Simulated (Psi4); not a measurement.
# PBE/cc-pVDZ run of C2H5FSi (SMILES F/C=C/[SiH3])

What is the vertical ionisation energy of C2H5FSi at PBE/cc-pVDZ? 

The results are computed with Psi4 1.11.

1 further run of the same task is left out (set aside as unsound or not needed).

**1. The system as given**

C2H5FSi has 9 atoms, charge 0, and is taken as a singlet. As SMILES, `F/C=C/[SiH3]`. The coordinates come from a PBE0-D4/def2-TZVP relaxation.

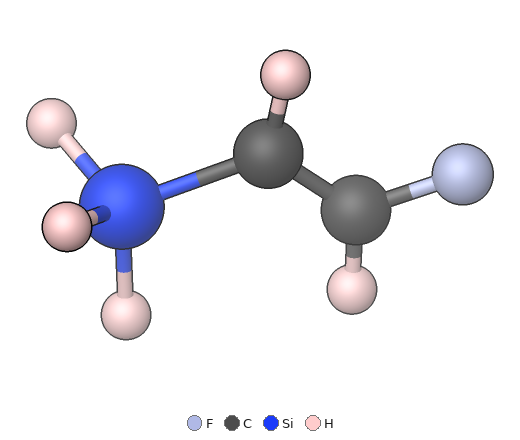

The structure, seen from a chosen angle (fluorine light blue, carbon dark grey, silicon blue, hydrogen pink).

**2. Energy and gradient at PBE/cc-pVDZ**

The input, calc.py:

```python
import psi4

psi4.set_memory('1600 MB')
psi4.set_num_threads(1)
psi4.core.set_output_file('c2h5fsi.out', False)

molecule = psi4.geometry("""
F     -1.259900     2.360900     0.506400
C     -0.578300     1.355000    -0.048000
C     -0.336700     0.219900     0.584900
Si     0.614100    -1.145000    -0.228900
H     -0.264200     1.599600    -1.058100
H     -0.716100     0.118100     1.598600
H      1.843700    -1.465600     0.542800
H     -0.206700    -2.381600    -0.316300
H      0.992500    -0.707600    -1.598500
symmetry c1
no_reorient
no_com
""")

options = {'basis': 'cc-pVDZ', 'reference': 'rks', 'puream': True, 'e_convergence': 1e-09, 'd_convergence': 1e-08, 'scf_type': 'pk', 'dft_radial_points': 99, 'dft_spherical_points': 590}
psi4.set_options(options)

result, w = psi4.gradient('pbe', molecule=molecule, return_wfn=True)
psi4.oeprop(w, 'DIPOLE', 'LOWDIN_CHARGES', 'MAYER_INDICES', title='PBE')
print('gradient / Eh bohr^-1')
print(result.np.round(6))
print(f'energy = {w.energy():.10f} Eh')
for k, v in sorted(psi4.core.scalar_variables().items()):
    print(f'{k:45s} {v:18.10f}')
```

Command:

```sh
python calc.py
```

c2h5fsi.out:

```text
[...]
  Running in c1 symmetry.
[...]
  Nuclear repulsion =  148.950259372894351
[...]
  Multiplicity = 1
[...]
  Nalpha       = 20
  Nbeta        = 20
[...]
    Number of basis functions: 85
[...]
   @RKS iter   1:  -467.84160757967896   -8.57608e-02   8.75571e-03 DIIS/ADIIS
[...]
   @RKS iter  12:  -468.16323304449531   -5.79803e-12   7.97147e-09 DIIS
[...]
    Orbital Energies [Eh]
    ---------------------
    Doubly Occupied:
       1A    -65.424798     2A    -24.289046     3A     -9.983460
       4A     -9.893936     5A     -5.059113     6A     -3.470416
       7A     -3.470001     8A     -3.469817     9A     -1.130849
      10A     -0.704786    11A     -0.552716    12A     -0.494232
      13A     -0.466109    14A     -0.412315    15A     -0.403981
      16A     -0.321641    17A     -0.313249    18A     -0.307283
      19A     -0.304652    20A     -0.235238
[...]
  @RKS Final Energy:  -468.16323304449531
   => Energetics <=
    Nuclear Repulsion Energy =            148.9502593728943509
    One-Electron Energy =                -941.7120526404805787
    Two-Electron Energy =                 368.3045532978916867
    DFT Exchange-Correlation Energy =     -43.7059930748007801
    Empirical Dispersion Energy =           0.0000000000000000
    VV10 Nonlocal Energy =                  0.0000000000000000
    Total Energy =                       -468.1632330444953141
[...]
  -Total Gradient:
     Atom            X                  Y                   Z
    ------   -----------------  -----------------  -----------------
       1        0.007963626249    -0.012250507855    -0.005948615149
       2        0.002030009144    -0.009236456269     0.005013306585
       3       -0.004575784074     0.014287252187    -0.004324466692
       4       -0.000395119070     0.001240048826    -0.000277807971
       5       -0.003954398280    -0.002170754358     0.011741809513
       6        0.003765380611     0.001176453456    -0.010235708852
       7       -0.006906552274     0.002031123988    -0.003971843943
       8        0.004217559361     0.006981829228     0.000695485552
       9       -0.002138817370    -0.002068100893     0.007303441236
[...]
 Multipole Moments:
 ------------------------------------------------------------------------------------
     Multipole            Electronic (a.u.)      Nuclear  (a.u.)        Total (a.u.)
 ------------------------------------------------------------------------------------
 L = 1.  Multiply by 2.5417464519 to convert [e a0] to [Debye]
 Dipole X            :         12.5070281          -12.4391222            0.0679059
 Dipole Y            :        -22.4028475           22.3562160           -0.0466315
 Dipole Z            :         -7.1851065            7.0730559           -0.1120506
 Magnitude           :                                                    0.1390721
[...]
```

Standard output:

```text
gradient / Eh bohr^-1
[[ 0.007964 -0.012251 -0.005949]
 [ 0.00203  -0.009236  0.005013]
 [-0.004576  0.014287 -0.004324]
 [-0.000395  0.00124  -0.000278]
 [-0.003954 -0.002171  0.011742]
 [ 0.003765  0.001176 -0.010236]
 [-0.006907  0.002031 -0.003972]
 [ 0.004218  0.006982  0.000695]
 [-0.002139 -0.002068  0.007303]]
energy = -468.1632330445 Eh
CURRENT ENERGY                                   -468.1632330445
CURRENT REFERENCE ENERGY                         -468.1632330445
DD SOLVATION ENERGY                                 0.0000000000
DFT FUNCTIONAL TOTAL ENERGY                      -468.1632330445
DFT TOTAL ENERGY                                 -468.1632330445
DFT VV10 ENERGY                                     0.0000000000
DFT XC ENERGY                                     -43.7059930748
GRID ELECTRONS ALPHA                               19.9999997013
GRID ELECTRONS BETA                                19.9999997013
GRID ELECTRONS TOTAL                               39.9999994026
NUCLEAR REPULSION ENERGY                          148.9502593729
ONE-ELECTRON ENERGY                              -941.7120526405
PCM POLARIZATION ENERGY                             0.0000000000
PE ENERGY                                           0.0000000000
SCF ITERATION ENERGY                             -468.1632330445
SCF ITERATIONS                                     12.0000000000
SCF TOTAL ENERGY                                 -468.1632330445
TWO-ELECTRON ENERGY                               368.3045532979
XC GRID RADIAL POINTS                              99.0000000000
XC GRID SPHERICAL POINTS                          590.0000000000
XC GRID TOTAL POINTS                           499026.0000000000
```

Run time: 35 s. Hardware: 1 thread of Intel Xeon Platinum 8559C (Emerald Rapids), shared host; peak memory 0.97 GiB.

**3. The doublet cation, same level**

The input, calc.inp:

```
memory 1600 MB

molecule geom {
  1 2
  F     -2.38086594     4.46145441     0.95695731
  C     -1.09282862     2.56057890    -0.09070685
  C     -0.63627079     0.41555077     1.10530081
  Si     1.16048081    -2.16373641    -0.43255831
  H     -0.49926564     3.02280591    -1.99951921
  H     -1.35323288     0.22317666     3.02091618
  H      3.48408806    -2.76958261     1.02574334
  H     -0.39060639    -4.50057174    -0.59772037
  H      1.87555318    -1.33717021    -3.02072721
  units bohr
  symmetry c1
  no_reorient
  no_com
}

set {
  basis                cc-pVDZ
  reference            uks
  puream               true
  e_convergence        1e-09
  d_convergence        1e-08
  scf_type             pk
  dft_radial_points    99
  dft_spherical_points 590
  maxiter              100
}

result, w = gradient("pbe", return_wfn=True)
oeprop(w, "WIBERG_LOWDIN_INDICES", "LOWDIN_CHARGES", "DIPOLE", title="PBE")
```

Command:

```sh
psi4 -n 1 calc.inp calc.out
```

calc.out, cut to the lines that bear on the results:

```text
[...]
  Running in c1 symmetry.
[...]
  Nuclear repulsion =  148.950259487801247
[...]
  Multiplicity = 2
[...]
  Nalpha       = 20
  Nbeta        = 19
[...]
    Number of basis functions: 85
[...]
   @UKS iter   1:  -467.57848155238105    1.77365e-01   7.56986e-03 DIIS/ADIIS
[...]
   @UKS iter  14:  -467.80702146596451   -7.73070e-12   9.12687e-09 DIIS
[...]
   @S^2 Observed:                7.520973327E-01
[...]
  @UKS Final Energy:  -467.80702146596451
   => Energetics <=
    Nuclear Repulsion Energy =            148.9502594878012474
    One-Electron Energy =                -931.9603348039643151
    Two-Electron Energy =                 358.5690331038705381
    DFT Exchange-Correlation Energy =     -43.3659792536720374
    Empirical Dispersion Energy =           0.0000000000000000
    VV10 Nonlocal Energy =                  0.0000000000000000
    Total Energy =                       -467.8070214659645103
[...]
  -Total Gradient:
     Atom            X                  Y                   Z
    ------   -----------------  -----------------  -----------------
       1       -0.011557085626     0.020604225798     0.005611247571
       2        0.028505123870    -0.086457974996     0.024135562763
       3       -0.010649844673     0.059009641407    -0.037487086915
       4       -0.008765162498     0.000139410782     0.020861143817
       5       -0.003668010724    -0.003938258410     0.012942121675
       6        0.004743364724     0.001569995087    -0.012983518258
       7       -0.007518842320     0.002615798668    -0.011891282311
       8        0.008944557523     0.009951108968    -0.004987353333
       9       -0.000028106223    -0.003503027708     0.003794517840
[...]
 Multipole Moments:
 ------------------------------------------------------------------------------------
     Multipole            Electronic (a.u.)      Nuclear  (a.u.)        Total (a.u.)
 ------------------------------------------------------------------------------------
 L = 1.  Multiply by 2.5417464519 to convert [e a0] to [Debye]
 Dipole X            :         12.3700717          -12.4391223           -0.0690505
 Dipole Y            :        -22.2811917           22.3562160            0.0750243
 Dipole Z            :         -6.9577262            7.0730559            0.1153297
 Magnitude           :                                                    0.1539401
[...]
```

It took 49 s on 1 thread of Intel Xeon Platinum 8559C (Emerald Rapids), shared host; peak memory 0.97 GiB.

**4. Outcome**

At PBE/cc-pVDZ:

```
                                          quantity          value
                     singlet C2H5FSi: total energy  -468.16323 Eh
                    singlet C2H5FSi: dipole moment         0.35 D
                      singlet C2H5FSi: HOMO energy       -6.40 eV
                      singlet C2H5FSi: LUMO energy       -0.99 eV
                    singlet C2H5FSi: HOMO–LUMO gap        5.41 eV
         singlet C2H5FSi: largest force on an atom     0.811 eV/Å
                      doublet cation: total energy  -467.80702 Eh
doublet cation: HOMO energy (highest over α and β)      -13.77 eV
 doublet cation: LUMO energy (lowest over α and β)      -12.90 eV
                              doublet cation: ⟨S²⟩          0.752
          doublet cation: largest force on an atom     4.843 eV/Å
vertical ionisation energy (to the doublet cation)       9.693 eV
```

**Reading.** The vertical ionisation energy comes to 9.69 eV (224 kcal/mol). The largest force (singlet C2H5FSi) is 0.81 eV/Å: the shape isn't a stationary point for this species at this level. −ε(HOMO) before ionisation, 6.40 eV, is 3.29 eV below this ionisation energy.
